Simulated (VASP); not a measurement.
Band structure of Te (relaxed from the hcp structure, space group P6_3/mmc). All values below come from r2SCAN meta-GGA, VASP's PBE PAW potentials (set 64) (plane waves; VASP).

Unless said otherwise, spin-orbit coupling is left out, though it shifts the bands of the heavy elements here.

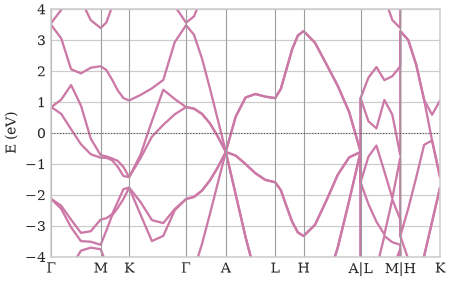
Figure. Bands along high-symmetry lines, zero at the valence-band maximum or, without a gap, the Fermi level

Q: Read the plot: is there a gap, and where are the band edges?

A: It has no gap at this level: it comes out as a metal or semimetal.

The structure was generated: Te was put into the hcp type (P6_3/mmc), which need not be its known phase. It was relaxed first, which changed the volume by +11 %.
